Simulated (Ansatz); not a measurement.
**BGeH₃ (triplet): B2PLYP, RPA-PBE over vertical spin and charge gaps, cc-pVTZ**

Aim: run BGeH₃ (triplet) with these functionals over vertical spin and charge gaps, and hold them against the top wave-function level at the same points.

Program: Ansatz 0.2.0, Gaussian basis. Level of theory: cc-pVTZ, all electrons in the functionals, frozen cores in the correlation of double hybrids and RPA. These are calculated values, not measurements.

Plan: B2PLYP, RPA-PBE, at charge 0, triplet; charge 0, singlet; charge 0, quintet; charge 1, doublet; charge 1, quartet.

7 further runs of the same task are left out: 1 for a known fault of the program, 6 set aside as unsound or not needed.

## (1) The geometry

The geometry is a PBE0/def2-TZVP stationary point (not a proven minimum). No spin-orbit coupling is included. The filled d shell of Ge may be among the frozen orbitals whatever the setting's name suggests; the logs give the count.

5 atoms, charge 0, spin multiplicity 3.

Atoms are counted from 1 here; the program's logs count them from 0.

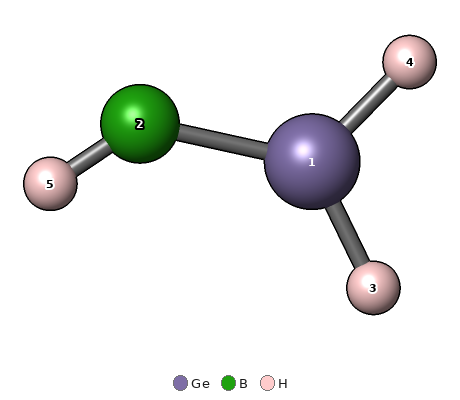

The geometry (germanium purple, boron green, hydrogen pink); atoms are numbered from 1 in the order of the file.

No dispersion term is added.

The geometry shown and the zero of energy belong to the point charge 0, triplet. The yardstick, UCCSDT(Q), and other wave-function levels (R restricted, U unrestricted, valence and pair active spaces) come from earlier runs.

## (2) B2PLYP, charge 0, triplet

Input file in.yaml:

```yaml
crystal:
  periodic: [false, false, false]
  atoms:
    - {symbol: Ge, position_ang: [0.000000, 0.015295, 0.254755]}
    - {symbol: B, position_ang: [0.000000, -0.169422, -1.683611]}
    - {symbol: H, position_ang: [0.000000, 1.310352, 1.093730]}
    - {symbol: H, position_ang: [0.000000, -1.198297, 1.192594]}
    - {symbol: H, position_ang: [0.000000, 0.602851, -2.587791]}
basis:
  gaussian: {orbitals: cc-pVTZ}
magnetization: {spin_polarized: true, initial_magnetization: 2}
hamiltonian: {xc: {name: B2PLYP}}
correlation: {electrons: outside_noble_gas}
```

Run with:

```
$ ansatz run in.yaml --threads 2 --pin off --events-out ev --progress --plain --max-ram 24576MiB --backend cuda --devices 0, --max-vram 18GiB
```

The program printed:

```text
Functional definition: B2PLYP
  name "B2PLYP"
  cite "Grimme, J. Chem. Phys. 124, 034108 (2006) doi:10.1063/1.2148954"
  cite "Becke, Phys. Rev. A 38, 3098 (1988) doi:10.1103/PhysRevA.38.3098"
  cite "Lee, Yang & Parr, Phys. Rev. B 37, 785 (1988) doi:10.1103/PhysRevB.37.785"
  parameter a = 0.53
  parameter c = 0.27
  exchange = (1 - a)*b88_x + a*exact_x
  correlation = (1 - c)*lyp_c + c*(mp2_os + mp2_ss)
684 factors; integrals over basis functions are off by at most 1.6e-3 eV
mean field evaluation 1: about -57226.1502 eV, gradient 1.1e1 eV
mean field evaluation 2: about -57226.1861 eV, gradient 1.1e1 eV
mean field evaluation 4: about -57227.0637 eV, gradient 1.4e0 eV
mean field evaluation 8: about -57227.0922 eV, gradient 8.2e-2 eV
mean field evaluation 16: about -57227.0925 eV, gradient 1.9e-4 eV
mean field -57227.09249429 eV, -2103.0568592487 hartree, gradient 6.1e-6 eV, S^2 2.006200; 0 other end points of the search recorded, 0 dependent functions left out
15 core orbitals not correlated: weight in the atoms' cores, before any rotation towards them, 0.999 or more for the frozen orbitals, at most 0.000 for the correlated occupied ones
reference -57227.09263448 eV, -2103.0568644005 hartree; 6, 4 occupied and 94, 96 virtual orbitals, 684 factors
second order -6.12080872 eV of doubles, -0.00000000 eV of singles
Total energy: -57228.74525284 eV, -2103.1175970049 hartree
```

Wall time 7 s (1 × H100 (card shared with other runs) with 2 threads of AMD EPYC 7R13, shared host); peak host memory 0.78 GiB.

From the report: ⟨S²⟩ of the determinant 2.006 (pure triplet: 2.00).

## (3) B2PLYP, charge 0, singlet

in.yaml, as its differences from that of step 2:

```diff
@@ -10,3 +10,3 @@
   gaussian: {orbitals: cc-pVTZ}
-magnetization: {spin_polarized: true, initial_magnetization: 2}
+magnetization: {spin_polarized: true, initial_magnetization: 0}
 hamiltonian: {xc: {name: B2PLYP}}
```

Run with:

```
$ ansatz run in.yaml --threads 1 --pin off --events-out ev --progress --plain --max-ram 4096MiB --backend cpu
```

The program printed, shortened:

```text
Functional definition: B2PLYP
  name "B2PLYP"
  cite "Grimme, J. Chem. Phys. 124, 034108 (2006) doi:10.1063/1.2148954"
  cite "Becke, Phys. Rev. A 38, 3098 (1988) doi:10.1103/PhysRevA.38.3098"
  cite "Lee, Yang & Parr, Phys. Rev. B 37, 785 (1988) doi:10.1103/PhysRevB.37.785"
[...]
684 factors; integrals over basis functions are off by at most 1.6e-3 eV
[...]
mean field -57226.97155994 eV, -2103.0524149932 hartree, gradient 1.4e-6 eV, S^2 1.010651; 5 other end points of the search recorded, 0 dependent functions left out
15 core orbitals not correlated: weight in the atoms' cores, before any rotation towards them, 0.999 or more for the frozen orbitals, at most 0.000 for the correlated occupied ones
reference -57226.97170060 eV, -2103.0524201625 hartree; 5, 5 occupied and 95, 95 virtual orbitals, 684 factors
second order -6.07835421 eV of doubles, -0.00000000 eV of singles
Total energy: -57228.61285624 eV, -2103.1127315198 hartree
```

It took 19 s on 1 thread of AMD EPYC 7R13, shared host; peak memory 0.28 GiB.

From the report: ⟨S²⟩ of the determinant 1.011 (pure singlet: 0.00). The determinant is far from a pure spin state, so its energy mixes those of several spin states (harmless only where they are near-degenerate, as at dissociation).

From charge 0, triplet: +12.8 kJ/mol.

## (4) B2PLYP, charge 0, quintet

in.yaml, as its differences from that of step 3:

```diff
@@ -10,3 +10,3 @@
   gaussian: {orbitals: cc-pVTZ}
-magnetization: {spin_polarized: true, initial_magnetization: 0}
+magnetization: {spin_polarized: true, initial_magnetization: 4}
 hamiltonian: {xc: {name: B2PLYP}}
```

Run with:

```
$ ansatz run in.yaml --threads 2 --pin off --events-out ev --progress --plain --max-ram 24576MiB --backend cuda --devices 0, --max-vram 18GiB
```

The program printed, shortened:

```text
Functional definition: B2PLYP
  name "B2PLYP"
  cite "Grimme, J. Chem. Phys. 124, 034108 (2006) doi:10.1063/1.2148954"
  cite "Becke, Phys. Rev. A 38, 3098 (1988) doi:10.1103/PhysRevA.38.3098"
  cite "Lee, Yang & Parr, Phys. Rev. B 37, 785 (1988) doi:10.1103/PhysRevB.37.785"
[...]
684 factors; integrals over basis functions are off by at most 1.6e-3 eV
[...]
mean field -57221.45503915 eV, -2102.8496865935 hartree, gradient 1.5e-6 eV, S^2 6.006009; 0 other end points of the search recorded, 0 dependent functions left out
15 core orbitals not correlated: weight in the atoms' cores, before any rotation towards them, 0.999 or more for the frozen orbitals, at most 0.001 for the correlated occupied ones
reference -57221.45518419 eV, -2102.8496919236 hartree; 7, 3 occupied and 93, 97 virtual orbitals, 684 factors
second order -5.83923545 eV of doubles, -0.00000000 eV of singles
Total energy: -57223.03177776 eV, -2102.9076306687 hartree
```

Wall time 4.7 s (1 × H100 (card shared with other runs) with 2 threads of AMD EPYC 7R13, shared host); peak host memory 0.78 GiB.

From the report: ⟨S²⟩ of the determinant 6.006 (pure quintet: 6.00).

From charge 0, triplet: +551.3 kJ/mol.

## (5) B2PLYP, charge 1, doublet

in.yaml, as its differences from that of step 4:

```diff
@@ -10,3 +10,4 @@
   gaussian: {orbitals: cc-pVTZ}
-magnetization: {spin_polarized: true, initial_magnetization: 4}
+total_charge: 1
+magnetization: {spin_polarized: true, initial_magnetization: 1}
 hamiltonian: {xc: {name: B2PLYP}}
```

The command is unchanged.

The program printed, shortened:

```text
Functional definition: B2PLYP
  name "B2PLYP"
  cite "Grimme, J. Chem. Phys. 124, 034108 (2006) doi:10.1063/1.2148954"
  cite "Becke, Phys. Rev. A 38, 3098 (1988) doi:10.1103/PhysRevA.38.3098"
  cite "Lee, Yang & Parr, Phys. Rev. B 37, 785 (1988) doi:10.1103/PhysRevB.37.785"
[...]
684 factors; integrals over basis functions are off by at most 1.6e-3 eV
[...]
mean field -57219.30945019 eV, -2102.7708376534 hartree, gradient 4.3e-6 eV, S^2 0.754839; 2 other end points of the search recorded, 0 dependent functions left out
15 core orbitals not correlated: weight in the atoms' cores, before any rotation towards them, 0.999 or more for the frozen orbitals, at most 0.000 for the correlated occupied ones
reference -57219.30959409 eV, -2102.7708429417 hartree; 5, 4 occupied and 95, 96 virtual orbitals, 684 factors
second order -5.61830889 eV of doubles, -0.00000000 eV of singles
Total energy: -57220.82653749 eV, -2102.8265895835 hartree
```

Run time: 2.8 s. Hardware: 1 × H100 (card shared with other runs) with 2 threads of AMD EPYC 7R13, shared host; peak host memory 0.78 GiB.

From the report: ⟨S²⟩ of the determinant 0.755 (pure doublet: 0.75).

From charge 0, triplet: +764.0 kJ/mol.

## (6) B2PLYP, charge 1, quartet

in.yaml, as its differences from that of step 5:

```diff
@@ -11,3 +11,3 @@
 total_charge: 1
-magnetization: {spin_polarized: true, initial_magnetization: 1}
+magnetization: {spin_polarized: true, initial_magnetization: 3}
 hamiltonian: {xc: {name: B2PLYP}}
```

Same command.

The program printed, shortened:

```text
Functional definition: B2PLYP
  name "B2PLYP"
  cite "Grimme, J. Chem. Phys. 124, 034108 (2006) doi:10.1063/1.2148954"
  cite "Becke, Phys. Rev. A 38, 3098 (1988) doi:10.1103/PhysRevA.38.3098"
  cite "Lee, Yang & Parr, Phys. Rev. B 37, 785 (1988) doi:10.1103/PhysRevB.37.785"
[...]
684 factors; integrals over basis functions are off by at most 1.6e-3 eV
[...]
mean field -57215.77368829 eV, -2102.6409008004 hartree, gradient 3.8e-6 eV, S^2 3.757911; 2 other end points of the search recorded, 0 dependent functions left out
15 core orbitals not correlated: weight in the atoms' cores, before any rotation towards them, 0.999 or more for the frozen orbitals, at most 0.001 for the correlated occupied ones
reference -57215.77383092 eV, -2102.6409060421 hartree; 6, 3 occupied and 94, 97 virtual orbitals, 684 factors
second order -5.39733296 eV of doubles, -0.00000000 eV of singles
Total energy: -57217.23111082 eV, -2102.6944600906 hartree
```

Wall time 3 s (1 × H100 (card shared with other runs) with 2 threads of AMD EPYC 7R13, shared host); peak host memory 0.77 GiB.

From the report: ⟨S²⟩ of the determinant 3.758 (pure quartet: 3.75).

From charge 0, triplet: +1110.9 kJ/mol.

## (7) RPA-PBE, charge 0, triplet

in.yaml, as its differences from that of step 6:

```diff
@@ -10,5 +10,4 @@
   gaussian: {orbitals: cc-pVTZ}
-total_charge: 1
-magnetization: {spin_polarized: true, initial_magnetization: 3}
-hamiltonian: {xc: {name: B2PLYP}}
-correlation: {electrons: outside_noble_gas}
+magnetization: {spin_polarized: true, initial_magnetization: 2}
+hamiltonian: {xc: {name: PBE}}
+correlation: {method: rpa, electrons: outside_noble_gas}
```

The command is unchanged.

The program printed, shortened:

```text
Functional definition: PBE
  name "PBE"
  cite "Perdew, Burke & Ernzerhof, Phys. Rev. Lett. 77, 3865 (1996) doi:10.1103/PhysRevLett.77.3865"
  parent pbe
[...]
684 factors; integrals over basis functions are off by at most 1.6e-3 eV
[...]
mean field -57230.98511188 eV, -2103.1999103067 hartree, gradient 2.6e-6 eV, S^2 2.004324; 1 other end points of the search recorded, 0 dependent functions left out
15 core orbitals not correlated: weight in the atoms' cores, before any rotation towards them, 0.998 or more for the frozen orbitals, at most 0.001 for the correlated occupied ones
reference -57190.17469611 eV, -2101.7001551893 hartree; 6, 4 occupied and 94, 96 virtual orbitals, 684 factors
Total energy: -57200.73525369 eV, -2102.0882485223 hartree
```

Wall time 3.5 s (1 × H100 (card shared with other runs) with 2 threads of AMD EPYC 7R13, shared host); peak host memory 0.85 GiB.

From the report: ⟨S²⟩ of the determinant 2.004 (pure triplet: 2.00).

## (8) RPA-PBE, charge 0, singlet

in.yaml, as its differences from that of step 7:

```diff
@@ -10,3 +10,3 @@
   gaussian: {orbitals: cc-pVTZ}
-magnetization: {spin_polarized: true, initial_magnetization: 2}
+magnetization: {spin_polarized: true, initial_magnetization: 0}
 hamiltonian: {xc: {name: PBE}}
```

Run with:

```
$ ansatz run in.yaml --threads 1 --pin off --events-out ev --progress --plain --max-ram 4096MiB --backend cpu
```

The program printed, shortened:

```text
Functional definition: PBE
  name "PBE"
  cite "Perdew, Burke & Ernzerhof, Phys. Rev. Lett. 77, 3865 (1996) doi:10.1103/PhysRevLett.77.3865"
  parent pbe
[...]
684 factors; integrals over basis functions are off by at most 1.6e-3 eV
[...]
mean field -57230.94236613 eV, -2103.1983394294 hartree, gradient 2.2e-6 eV, S^2 0.639662; 15 other end points of the search recorded, 0 dependent functions left out
15 core orbitals not correlated: weight in the atoms' cores, before any rotation towards them, 0.998 or more for the frozen orbitals, at most 0.001 for the correlated occupied ones
reference -57189.40410925 eV, -2101.6718366444 hartree; 5, 5 occupied and 95, 95 virtual orbitals, 684 factors
Total energy: -57200.70175905 eV, -2102.0870176169 hartree
```

Run time: 21 s. Hardware: 1 thread of AMD EPYC 7R13, shared host; peak memory 0.25 GiB.

From the report: ⟨S²⟩ of the determinant 0.640 (pure singlet: 0.00). The determinant is far from a pure spin state, so its energy mixes those of several spin states (harmless only where they are near-degenerate, as at dissociation).

From charge 0, triplet: +3.2 kJ/mol.

## (9) RPA-PBE, charge 0, quintet

in.yaml, as its differences from that of step 8:

```diff
@@ -10,3 +10,3 @@
   gaussian: {orbitals: cc-pVTZ}
-magnetization: {spin_polarized: true, initial_magnetization: 0}
+magnetization: {spin_polarized: true, initial_magnetization: 4}
 hamiltonian: {xc: {name: PBE}}
```

Run with:

```
$ ansatz run in.yaml --threads 2 --pin off --events-out ev --progress --plain --max-ram 24576MiB --backend cuda --devices 0, --max-vram 18GiB
```

The program printed, shortened:

```text
Functional definition: PBE
  name "PBE"
  cite "Perdew, Burke & Ernzerhof, Phys. Rev. Lett. 77, 3865 (1996) doi:10.1103/PhysRevLett.77.3865"
  parent pbe
[...]
684 factors; integrals over basis functions are off by at most 1.6e-3 eV
[...]
mean field -57225.65853930 eV, -2103.0041623748 hartree, gradient 6.4e-6 eV, S^2 6.004190; 9 other end points of the search recorded, 0 dependent functions left out
15 core orbitals not correlated: weight in the atoms' cores, before any rotation towards them, 0.998 or more for the frozen orbitals, at most 0.001 for the correlated occupied ones
reference -57184.79628343 eV, -2101.5025021689 hartree; 7, 3 occupied and 93, 97 virtual orbitals, 684 factors
Total energy: -57195.21725697 eV, -2101.8854658828 hartree
```

Run time: 12 s. Hardware: 1 × H100 (card shared with other runs) with 2 threads of AMD EPYC 7R13, shared host; peak host memory 0.85 GiB.

From the report: ⟨S²⟩ of the determinant 6.004 (pure quintet: 6.00).

From charge 0, triplet: +532.4 kJ/mol.

## (10) RPA-PBE, charge 1, doublet

in.yaml, as its differences from that of step 9:

```diff
@@ -10,3 +10,4 @@
   gaussian: {orbitals: cc-pVTZ}
-magnetization: {spin_polarized: true, initial_magnetization: 4}
+total_charge: 1
+magnetization: {spin_polarized: true, initial_magnetization: 1}
 hamiltonian: {xc: {name: PBE}}
```

The command is unchanged.

The program printed, shortened:

```text
Functional definition: PBE
  name "PBE"
  cite "Perdew, Burke & Ernzerhof, Phys. Rev. Lett. 77, 3865 (1996) doi:10.1103/PhysRevLett.77.3865"
  parent pbe
[...]
684 factors; integrals over basis functions are off by at most 1.6e-3 eV
[...]
mean field -57222.95689981 eV, -2102.9048789546 hartree, gradient 1.9e-6 eV, S^2 0.754502; 6 other end points of the search recorded, 0 dependent functions left out
15 core orbitals not correlated: weight in the atoms' cores, before any rotation towards them, 0.998 or more for the frozen orbitals, at most 0.001 for the correlated occupied ones
reference -57182.59704499 eV, -2101.4216816472 hartree; 5, 4 occupied and 95, 96 virtual orbitals, 684 factors
Total energy: -57192.56000387 eV, -2101.7878136326 hartree
```

It took 3.3 s on 1 × H100 (card shared with other runs) with 2 threads of AMD EPYC 7R13, shared host; peak host memory 0.84 GiB.

From the report: ⟨S²⟩ of the determinant 0.755 (pure doublet: 0.75).

From charge 0, triplet: +788.8 kJ/mol.

## (11) RPA-PBE, charge 1, quartet

in.yaml, as its differences from that of step 10:

```diff
@@ -11,3 +11,3 @@
 total_charge: 1
-magnetization: {spin_polarized: true, initial_magnetization: 1}
+magnetization: {spin_polarized: true, initial_magnetization: 3}
 hamiltonian: {xc: {name: PBE}}
```

Same command.

The program printed, shortened:

```text
Functional definition: PBE
  name "PBE"
  cite "Perdew, Burke & Ernzerhof, Phys. Rev. Lett. 77, 3865 (1996) doi:10.1103/PhysRevLett.77.3865"
  parent pbe
[...]
684 factors; integrals over basis functions are off by at most 1.6e-3 eV
[...]
mean field -57219.74470081 eV, -2102.7868328189 hartree, gradient 3.2e-6 eV, S^2 3.752938; 5 other end points of the search recorded, 0 dependent functions left out
15 core orbitals not correlated: weight in the atoms' cores, before any rotation towards them, 0.998 or more for the frozen orbitals, at most 0.001 for the correlated occupied ones
reference -57179.17951267 eV, -2101.2960896506 hartree; 6, 3 occupied and 94, 97 virtual orbitals, 684 factors
Total energy: -57189.14545260 eV, -2101.6623311881 hartree
```

It took 4.2 s on 1 × H100 (card shared with other runs) with 2 threads of AMD EPYC 7R13, shared host; peak host memory 0.85 GiB.

From the report: ⟨S²⟩ of the determinant 3.753 (pure quartet: 3.75).

From charge 0, triplet: +1118.2 kJ/mol.

## (12) Against the wave-function levels

The yardstick is UCCSDT(Q), where the cluster series has nearly closed. It comes from earlier runs at the same points. Energies in kJ/mol, counted from charge 0, triplet; blanks weren't run or aren't comparable.

```tsv
level	triplet to singlet	triplet to quintet	ionisation to the doublet cation	ionisation to the quartet cation
UCCSDT(Q)		535.2	768.1	1107.0
B2PLYP	12.8	551.3	764.0	1110.9
RPA-PBE	3.2	532.4	788.8	1118.2
```

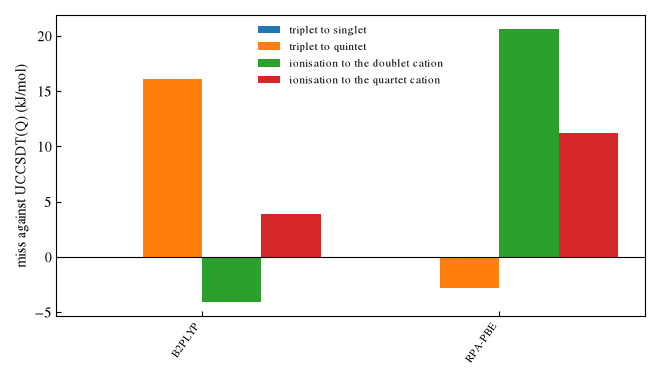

Misses of the gaps against UCCSDT(Q).

Largest miss and mean time a point (UCCSDT(Q) took 17 s a point; shared hosts):

```tsv
level	largest miss (kJ/mol)	where	time a point
B2PLYP	+16.1	triplet to quintet	7.2 s
RPA-PBE	+20.7	ionisation to the doublet cation	8.7 s
```

## (13) Results

```
                                   quantity                                            value
              triplet to quintet, UCCSDT(Q)                                     535.2 kJ/mol
ionisation to the doublet cation, UCCSDT(Q)                                     768.1 kJ/mol
ionisation to the quartet cation, UCCSDT(Q)                                    1107.0 kJ/mol
                       largest miss, B2PLYP                +16.1 kJ/mol (triplet to quintet)
                      largest miss, RPA-PBE  +20.7 kJ/mol (ionisation to the doublet cation)
```

**Reading.** Misses are known at 3 of 4 points at best, and only functionals with that many are ranked. Of the functionals, B2PLYP keep the smallest largest miss at the points compared (at most 16.1 kJ/mol) and RPA-PBE strays most (20.7 kJ/mol, at ionisation to the doublet cation). B2PLYP, RPA-PBE clearly break the spin symmetry at some points (⟨S²⟩ up to 1.01 above the pure value), so energy there is bought with a mixed spin. Functionals and the yardstick converge differently with the basis, so part of each miss in cc-pVTZ is the basis.
